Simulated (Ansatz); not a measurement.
# Grüneisen parameters and expansion of BP (F-43m)

Wanted: mode Grüneisen parameters of BP and a free-energy fit over volumes.

What experiment has found for this phase:
- volume expansion coefficient 9.6 1e-6/K near room temperature (given in “Thermal expansion coefficients of high thermal conducting BAs and BP materials (three times its linear coefficient)”, 2019, arxiv:1906.04101)

Calculated with Ansatz 0.2.0; DFT PBE, scalar-relativistic, plane waves, PAW.

### 1. Starting point

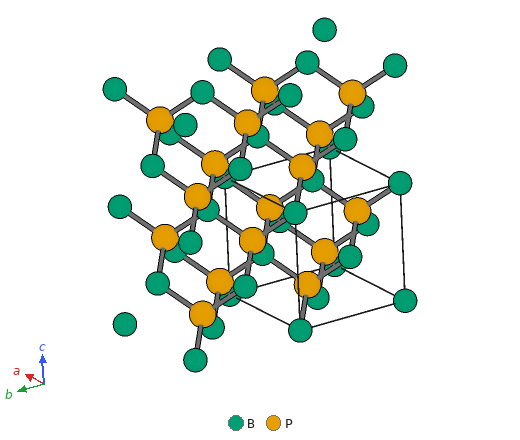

The starting structure, seen from a free direction (boron teal, phosphorus orange). 1×2×2 cells are drawn. This picture shows the conventional cell, with its axes. Bonds to atoms that aren't drawn are left out. Some periodic images of atoms are drawn too.

Structure file:

```cif
data_structure
_symmetry_space_group_name_H-M 'F-43m'
_symmetry_Int_Tables_number 216
_cell_length_a 4.5380
_cell_length_b 4.5380
_cell_length_c 4.5380
_cell_angle_alpha 90.000
_cell_angle_beta 90.000
_cell_angle_gamma 90.000
_cell_volume 93.45
loop_
_atom_site_label
_atom_site_type_symbol
_atom_site_symmetry_multiplicity
_atom_site_Wyckoff_symbol
_atom_site_fract_x
_atom_site_fract_y
_atom_site_fract_z
_atom_site_occupancy
B1 B 4 a 0.00000 0.00000 0.00000 1
P1 P 4 d 0.25000 0.25000 0.75000 1
```

### 2. A first coarse run

Before spending time, one coarse run tells the gap and the pressure of the starting cell.

input.yaml reads:

```yaml
crystal:
  lattice:
    - [0.0, 2.269, 2.269]
    - [2.269, 0.0, 2.269]
    - [2.269, 2.269, 0.0]
  atoms:
    - { symbol: B, position: [0.0, 0.0, 0.0] }
    - { symbol: P, position: [0.25, 0.25, 0.25] }
kpoints:
  mp_grid: { grid: [6, 6, 6] }
hamiltonian:
  xc: pbe
scf:
  occupations: { method: gaussian, width: 0.1 }
output:
  forces: true
  stress: true
  eigenvalues: true
```

The run is started by

```sh
> ansatz run input.yaml --threads 2 --pin off --max-ram 5120MiB --backend cpu --events-out ev --progress --plain --runs-dir out
```

Numbers of over 12 decimals in the logs are rounded to 6 here.

What it wrote:

```text
Engine: ansatz 0.2.0, x86_64-unknown-linux-gnu
Pseudopotentials: kind: paw
Pseudopotential: B, paw, valence charge 3, recommended cutoff 420 eV (normal), B.paw.azcp
Pseudopotential: P, paw, valence charge 5, recommended cutoff 420 eV (normal), P.paw.azcp
Functional definition: PBE
  parameter kappa = 0.804
  parameter beta = 0.066725
  exchange = pbe_x(kappa = kappa, mu = beta*pi^2/3)
  correlation = pbe_c(beta = beta)
Crystal: 2 atoms, lattice volume = 23.363 Å³
Basis set: ecut = 420 eV, 459 PW (Γ), exchange–correlation on 48×48×48 points (8 copies of the dense FFT grid, shifted against one another)
Bands: 8, of which v1, the nominal top of the filled ones, is band 4 counted from 1 (3 counted from 0)
Symmetry: 24 space group operations
Space group: F-43m (ITA 216), of the structure as read, at distance tolerance 2.9e-5 Å
k-points: 16 of 216 (time reversal used)
Non-local potential: B, projectors of the file, l = 0: 2, l = 1: 2, l = 2: 1
Non-local potential: P, projectors of the file, l = 0: 2, l = 1: 2, l = 2: 2
PAW form: soft (Blöchl's): semilocal exchange-correlation on the pseudo side does not see the compensation charge
PAW one-centre angular grid: B, 110 points (default); XC on 64 Gauss nodes
PAW one-centre angular grid: P, 110 points (default); XC on 64 Gauss nodes
Initial density: superposition of atomic densities (neutral atoms: chi_scale 0, normalization atom), corrected by the library's trained network
Initial wavefunctions: pseudopotential atomic-orbital guess
Functional: x = pbe(κ = 0.804, μ = 0.219515), c = pbe(β = 0.066725)
SCF iter   1: F=—  HF=-912.429207 eV  |F-HF|=—  |Δ(HF+E_count)|=         —  Δρ=1.32e-3  dr2=3.31e-4  ethr=1.77e-3  ⟨swp⟩=6.0  Hψ=1149  notcnv=0
preconditioner: auto → none  [insulator: Δε(μ)=1.332 eV  Ē_g=12.804 eV  σ=0.100 eV  W_gap=1.00  n_scr=0 (ndim 8)  ℏωp=21.7 eV  f_vac=0.000  D(μ)=0.00/eV (n_scr^D=0)  ε∞_Penn≈3.9]
SCF iter   2: F=—  HF=-912.429386 eV  |F-HF|=—  |Δ(HF+E_count)|=   1.79e-4  Δρ=8.04e-4  dr2=1.46e-4  ethr=4.13e-6  ⟨swp⟩=2.2  Hψ=317  notcnv=0
SCF iter   3: F=—  HF=-912.429357 eV  |F-HF|=—  |Δ(HF+E_count)|=   2.90e-5  Δρ=4.06e-4  dr2=1.73e-5  ethr=1.82e-6  ⟨swp⟩=2.0  Hψ=178  notcnv=0
SCF iter   4: F=—  HF=-912.429382 eV  |F-HF|=—  |Δ(HF+E_count)|=   2.49e-5  Δρ=1.72e-4  dr2=8.97e-6  ethr=2.17e-7  ⟨swp⟩=2.0  Hψ=196  notcnv=0
SCF iter   5: F=—  HF=-912.429380 eV  |F-HF|=—  |Δ(HF+E_count)|=   2.20e-6  Δρ=8.02e-5  dr2=1.92e-6  ethr=1.12e-7  ⟨swp⟩=1.1  Hψ=132  notcnv=0
SCF iter   6: F=—  HF=-912.429379 eV  |F-HF|=—  |Δ(HF+E_count)|=   5.14e-7  Δρ=3.23e-5  dr2=3.09e-7  ethr=2.40e-8  ⟨swp⟩=1.5  Hψ=148  notcnv=0
SCF iter   7: F=-912.429379 eV  HF=-912.429379 eV  |F-HF|=1.96e-8  |Δ(HF+E_count)|=   8.68e-8  Δρ=9.62e-6  dr2=2.72e-8  ethr=1.25e-9  ⟨swp⟩=5.3  Hψ=627  notcnv=0
SCF 1 converged in 7 iterations: F = -912.429379 eV  dr2 = 2.72e-8
  greatest PAW one-centre occupation: 0.774 electrons in one spin orbital (limit 2), on the P atom at site 1 (counted from 0), in its partial waves of l = 0
SCF converged after 7 iterations
Free energy (F): -912.429379 eV
Harris-Foulkes:  -912.429379 eV  (|F-HF|=1.96e-8)
Internal energy: -912.429379 eV  (E = F + TS)
E sigma→0 (E₀):  -912.429379 eV
Fermi energy:    9.937010 eV
--- Per-component energies (eV) ---
  E_band       = 22.235830
  E_kinetic    = 121.800765
  E_local      = -67.992168  (includes V_loc(G=0)·N_el)
  E_nonlocal   = 45.000309
  E_hartree    = 17.092499
  E_xc         = -94.874438
  E_vxc        = -100.549897  (∫ρ·V_xc dr)
  E_paw        = -647.964828  (= ΣΔE_a)
  E_vpaw       = -10.208399  (= ΣTr[D̂ρ^β])
  E_aug_tail   = 0.000001  (compensation charges beyond the density's cutoff)
  E_ewald      = -285.491518
  E_smearing   = -0.000000  (= −TS)
  E_closure    = -0.000000  (closes the sum)
  Σ components = -912.429379   (vs F -912.429379, Δ=0.00e0)
--- Forces (eV/Å), atoms counted from 1 ---
  atom   1  B      0.00000000    -0.00000000    -0.00000000
  atom   2  P     -0.00000000    -0.00000000    -0.00000000
  max |Σ_I F_I| component: 4.44e-16 eV/Å
--- Stress (GPa, compression-positive) ---
        1.259041      -0.000000      -0.000000
       -0.000000       1.259041       0.000000
        0.000000       0.000000       1.259041
  P = ⅓ Tr σ = 1.2590 GPa (12.590 kbar)
--- Band table (eV; the first three rows and the last of 16) ---
  k-point 0: bands = ["-6.1884", "9.2705", "9.2705", "9.2705", "12.6718", "12.6718", "12.6718", "16.6423"]
  k-point 1: bands = ["-5.6909", "6.4355", "8.6061", "8.6061", "13.2874", "13.5739", "13.5739", "17.9293"]
  k-point 2: bands = ["-4.2742", "2.5402", "7.8028", "7.8028", "13.1631", "14.1222", "14.1222", "19.3725"]
  k-point 15: bands = ["-1.1349", "1.0464", "3.9712", "4.0952", "13.0960", "13.7147", "18.3675", "19.0322"]
```

Elapsed: 0.23 s, on 2 threads of Intel Xeon 6975P-C (Granite Rapids), shared host; peak memory 0.32 GiB; 0.37 s of CPU time.

Reading the cycles: dr2 is the Hartree energy of the density residual (eV), the measure of convergence; HF is the Harris–Foulkes estimate of the energy, which meets the free energy F at convergence.

A gap read on the k-mesh alone can miss the band edges.

This step gave:

```yaml
pressure: 1.259 GPa
gap_on_the_k_mesh: 1.333 eV
volume_per_atom: 11.68 Å³
```

The start is under 1.3 GPa at this level and looks like an insulator or semiconductor on this mesh.

### 3. Relaxation

Phonons are second derivatives about a minimum, so cell and atoms are relaxed first, inside the symmetry of the start.

input.yaml, the sections that differ from step 2:

```yaml
kpoints:
  mp_grid: { grid: [10, 10, 10] }
scf:
  occupations: { method: gaussian, width: 0.02 }
output:
  forces: true
  stress: true
  eigenvalues: true
  write_density: true
  write_potential: true
  elf: true
  volumetric_format: npy
relax:
  adjacent_minimum: "off"
  f_tol: 0.005
  max_steps: 80
  cell: { stress_tol: 0.05 }
# crystal, hamiltonian: as in step 2
```

What it wrote:

```text
[...]
Crystal: 2 atoms, lattice volume = 23.363 Å³
Basis set: ecut = 420 eV, 459 PW (Γ), exchange–correlation on 48×48×48 points (8 copies of the dense FFT grid, shifted against one another)
Bands: 8, of which v1, the nominal top of the filled ones, is band 4 counted from 1 (3 counted from 0)
Symmetry: 24 space group operations
[...]
k-points: 47 of 1000 (time reversal used)
[...]
SCF iter   1: F=—  HF=-912.446354 eV  |F-HF|=—  |Δ(HF+E_count)|=         —  Δρ=1.57e-3  dr2=5.16e-4  ethr=1.77e-3  ⟨swp⟩=6.1  Hψ=3514  notcnv=0
[...]
SCF iter   6: F=-912.446453 eV  HF=-912.446453 eV  |F-HF|=2.65e-8  |Δ(HF+E_count)|=   1.12e-7  Δρ=1.11e-5  dr2=3.68e-8  ethr=1.25e-9  ⟨swp⟩=9.0  Hψ=2598  notcnv=0
SCF 1 converged in 6 iterations: F = -912.446453 eV  dr2 = 3.68e-8
[...]
relax step   1: F+E_penalty+E_count = -912.44645324 eV  Δ(F+E_penalty+E_count) = +0.000e0 eV  max|allowed force component| = 3.793e-16 eV/Å  Δτ_max = 0.0000 Å  P = +1.132 GPa  Ω = 23.363 Å³  (6 SCF iters, dr2 threshold 1.00e-7 eV, accepted)
Crystal: 2 atoms, lattice volume = 23.452 Å³
[...]
iter 1 solved again at ethr=1.73e-6 eV; its pass at ethr=3.10e-3 eV (dr2=1.38e-4 eV) is discarded
[...]
SCF iter   4: F=-912.446832 eV  HF=-912.446832 eV  |F-HF|=1.27e-8  |Δ(HF+E_count)|=   2.55e-8  Δρ=9.94e-6  dr2=1.30e-8  ethr=2.50e-9  ⟨swp⟩=10.5  Hψ=2839  notcnv=0
SCF 2 converged in 4 iterations: F = -912.446832 eV  dr2 = 1.30e-8
relax step   2: F+E_penalty+E_count = -912.44683208 eV  Δ(F+E_penalty+E_count) = -3.788e-4 eV  max|allowed force component| = 6.245e-17 eV/Å  Δτ_max = 0.0000 Å  P = +0.501 GPa  Ω = 23.452 Å³  energy of the carried Pulay correction = -7.241e-5 eV  (4 SCF iters, dr2 threshold 2.00e-7 eV, accepted)
Crystal: 2 atoms, lattice volume = 23.523 Å³
[...]
SCF iter   4: F=-912.446886 eV  HF=-912.446886 eV  |F-HF|=9.56e-9  |Δ(HF+E_count)|=   1.23e-8  Δρ=8.36e-6  dr2=9.27e-9  ethr=2.50e-9  ⟨swp⟩=10.1  Hψ=2749  notcnv=0
SCF 3 converged in 4 iterations: F = -912.446886 eV  dr2 = 9.27e-9
relax step   3: F+E_penalty+E_count = -912.44688649 eV  Δ(F+E_penalty+E_count) = -5.441e-5 eV  max|allowed force component| = 6.014e-17 eV/Å  Δτ_max = 0.0000 Å  P = +0.006 GPa  Ω = 23.523 Å³  energy of the carried Pulay correction = -1.300e-4 eV  (4 SCF iters, dr2 threshold 2.00e-7 eV, accepted)
[...]
SCF iter   1: F=—  HF=-912.447008 eV  |F-HF|=—  |Δ(HF+E_count)|=         —  Δρ=1.59e-5  dr2=1.43e-8  ethr=1.39e-6  ⟨swp⟩=2.4  Hψ=4561  notcnv=0
eigensolver tolerance schedule: the retry pair's looser diagonalisation over-reported the residual by 7750.02 of it (diagonalisation noise at an unbounded share of the residual, at the tolerance the schedule requests for it); recorded, not acted on — ethr = c·dr2/N_el stays at c = 1.0e-1
[...]
SCF iter   2: F=—  HF=-912.447007 eV  |F-HF|=—  |Δ(HF+E_count)|=   9.14e-7  Δρ=8.10e-6  dr2=3.89e-9  ethr=1.79e-10  ⟨swp⟩=3.0  Hψ=680  notcnv=0
[...]
SCF iter   4: F=-912.447007 eV  HF=-912.447007 eV  |F-HF|=5.46e-12  |Δ(HF+E_count)|=  3.40e-11  Δρ=3.07e-7  dr2=1.69e-11  ethr=1.00e-12  ⟨swp⟩=5.2  Hψ=2220  notcnv=0
SCF 4 converged in 4 iterations: F = -912.447007 eV  dr2 = 1.69e-11
relax step   4: F+E_penalty+E_count = -912.44700691 eV  Δ(F+E_penalty+E_count) = -1.204e-4 eV  max|allowed force component| = 8.789e-17 eV/Å  Δτ_max = 0.0000 Å  P = +0.013 GPa  Ω = 23.523 Å³  stress off target by 1.34e-2 GPa  SCF on the basis re-selected at this cell (its energy is not comparable with the rows above)  (4 SCF iters)
basis re-selected at this cell: Δ(F+E_penalty+E_count) = -1.204e-4 eV, ΔP = +0.007 GPa vs the last step (what re-selecting the basis moved, of the pressure what is left beyond the Pulay correction that the steps carried, after the strain that the cell walked since its last selection, with what the two solves' SCF thresholds leave and, on support functions, any second-order correction that the steps lacked; it is no m [...]
SCF converged after 4 iterations
Free energy (F): -912.447007 eV
[...]
Internal energy: -912.447007 eV  (E = F + TS)
E sigma→0 (E₀):  -912.447007 eV
Fermi energy:    9.797781 eV
[...]
--- Stress (GPa, compression-positive) ---
        0.013435      -0.000000      -0.000000
       -0.000000       0.013435       0.000000
       -0.000000       0.000000       0.013435
  P = ⅓ Tr σ = 0.0134 GPa (0.134 kbar)
--- Band table (eV; the first three rows and the last of 47) ---
[...]
--- Relaxed structure (3 steps of the walk, 3 accepted, 1 SCFs on fresh bases) ---
  F+E_penalty+E_count = -912.44700691 eV   max|allowed force component| = 8.789e-17 eV/Å   (the final SCF, on the basis selected at the relaxed cell)
  cell:  # Å, volume = 23.5228 Å³
    - [0, 2.274152, 2.274152]
    - [2.274152, 0, 2.274152]
    - [2.274152, 2.274152, 0]
  atoms:
    - { symbol: B, position: [0, 0, 0] }
    - { symbol: P, position: [0.25, 0.25, 0.25] }
```

Run time: 1.9 s. Hardware: 2 threads; peak memory 0.36 GiB; 3.4 s of CPU time.

Step by step:

```csv
step,energy less that of the first step (eV),largest force component (eV/Å),pressure (GPa),volume (Å³)
1,0.0000,0.0000,1.13,23.36
2,-0.0004,0.0000,0.50,23.45
3,-0.0004,0.0000,0.01,23.52
4*,-0.0006,0.0000,0.01,23.52
```

Relaxation steps marked * repeat the geometry before them on a plane-wave basis chosen anew for their cell, so energy and pressure can jump there.

Forces are held to the 24 operations that the run works with; a distortion that breaks them can't arise in this run.

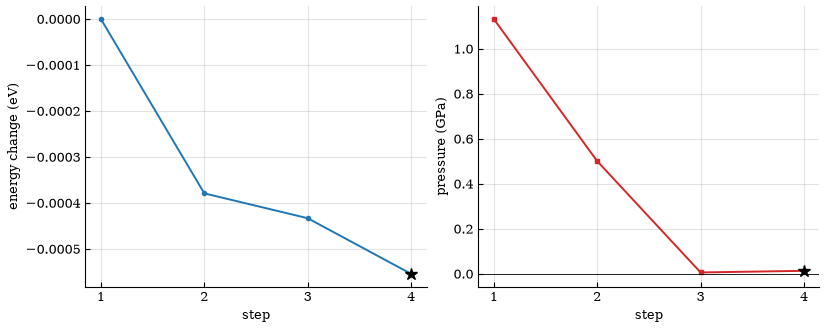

Energy and pressure along the relaxation. Stars mark steps on a basis chosen anew.

```csv
"conventional cell, symmetrised",before,after,change
a (Å),4.538,4.548,+0.2 %
b (Å),4.538,4.548,+0.2 %
c (Å),4.538,4.548,+0.2 %
volume (Å³/atom),11.68,11.76,+0.7 %
```

Final coordinates:

```xyz
2
Lattice="0.0000 2.2742 2.2742 2.2742 0.0000 2.2742 2.2742 2.2742 0.0000" Properties=species:S:1:pos:R:3 pbc="T T T"
B     0.0000    0.0000    0.0000
P     1.1371    1.1371    1.1371
```

This step gave:

```
pressure          : 0.01344 GPa
gap on the k-mesh : 1.253 eV
volume per atom   : 11.76 Å³
```

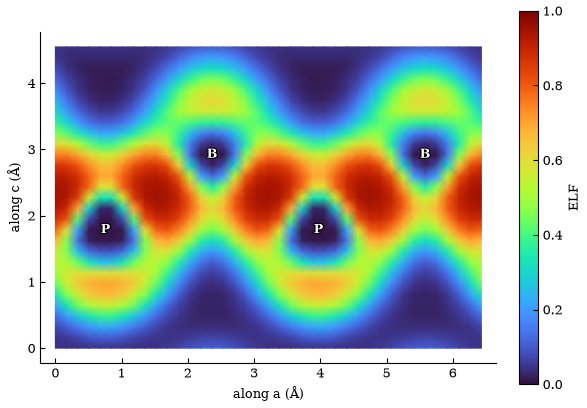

ELF in the ac plane of a cell with a along [110], b along [-110] and c along [001] of the cube at fractional y = 0.000, with atoms of B and P within 0.2 Å of it. It is the smooth field of the valence electrons, not physical close to the nuclei. The map starts off the cell's origin, so that atoms lie inside it.

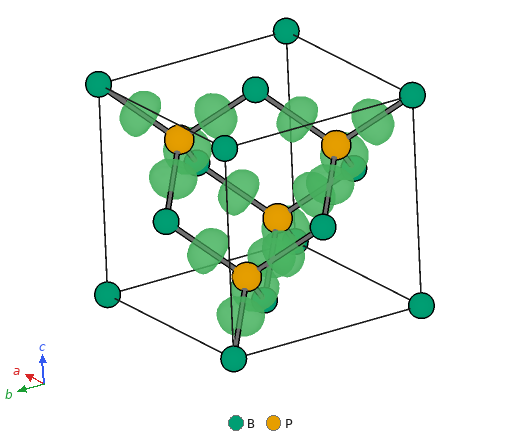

Surface of ELF = 0.85. Bonds to atoms that aren't drawn are left out.

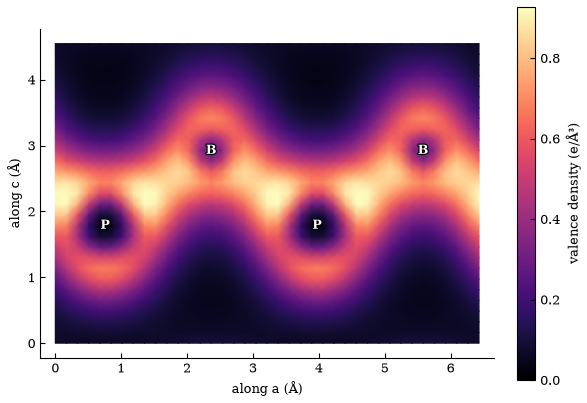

Valence density in the ac plane of a cell with a along [110], b along [-110] and c along [001] of the cube at fractional y = 0.000, with atoms of B and P within 0.2 Å of it. It is the smooth field of the valence electrons, not physical close to the nuclei. The map starts off the cell's origin, so that atoms lie inside it.

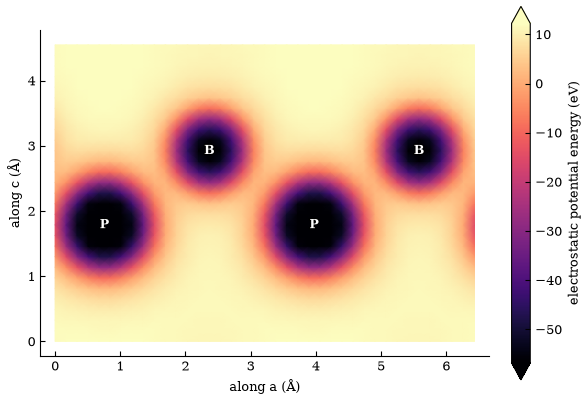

Electrostatic potential energy in the ac plane of a cell with a along [110], b along [-110] and c along [001] of the cube at fractional y = 0.000, with atoms of B and P within 0.2 Å of it. With pseudopotentials it is smooth inside the atoms' cores, unlike the true potential. The map starts off the cell's origin, so that atoms lie inside it.

The relaxation ends with a pressure of 0.01 GPa.

(Part 1 of 4 ends here.)

[Logs are printed without paths, hosts, clocks, repeated set-up lines and the standing remarks that a program may print on its own settings, such as how far it seeks lower states.]

[Hosts, paths, dates, database ids (printed as entryN), source tags and the programs' standing remarks are cut or masked in the printed files.]

[A step with changed settings may run another functional than the one named; its input shows which.]

[Of the runs on displaced cells, only some may be shown.]
